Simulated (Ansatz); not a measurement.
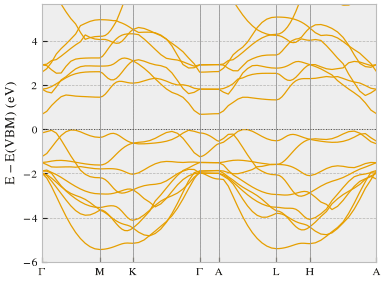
Figure: Band structure from the program Ansatz at the PBE level (PAW)

The gap is 0.67 eV; an edge lies off the plotted path or next to a special point (maximum off the standard path, minimum at Γ).

The material is Sb2S3 (La2O3 or Ni2Al3 type, P-3m1).

A made-up cell: these elements were put on the sites of a structure type; neither database checked (COD, Materials Project) lists it. It is not the phase usual at ambient conditions (space group No. 62). The cell was relaxed with PBE under the symmetry of its start; whether a distortion lowers the energy is not shown. Spin–orbit coupling is left out wherever it is not named.

Potentials: the later of the program's two PAW sets.
